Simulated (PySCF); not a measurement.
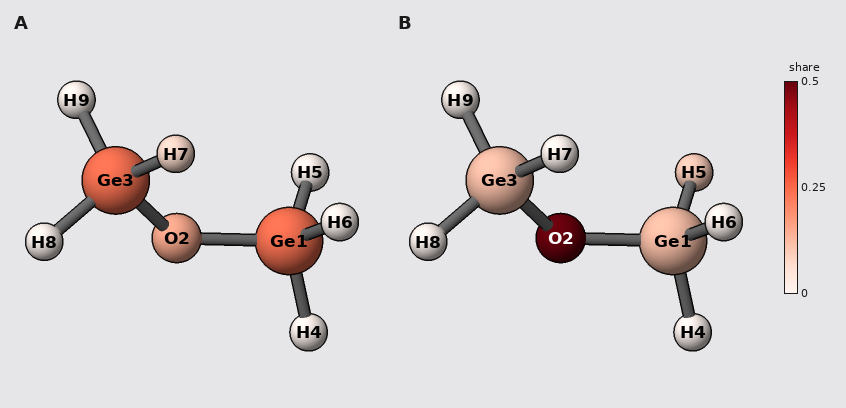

Each panel colours the atoms by their Löwdin share in one orbital (up to four of the largest shares; other atoms are shown as zero). Computed geometry: PBE0-D3(BJ)/def2-SVP optimisation. No frequency run is at hand to confirm it as a minimum. Level of theory: CAM-B3LYP/def2-SVPD (PySCF 2.14.0).

### The panels show the HOMO, LUMO, in some order. Which is which?

A: LUMO, 0.53 eV; Ge3 0.23, Ge1 0.23, O2 0.15, H7 0.07
B: HOMO, −9.53 eV; O2 0.49, Ge1 0.12, Ge3 0.11, H5 0.09
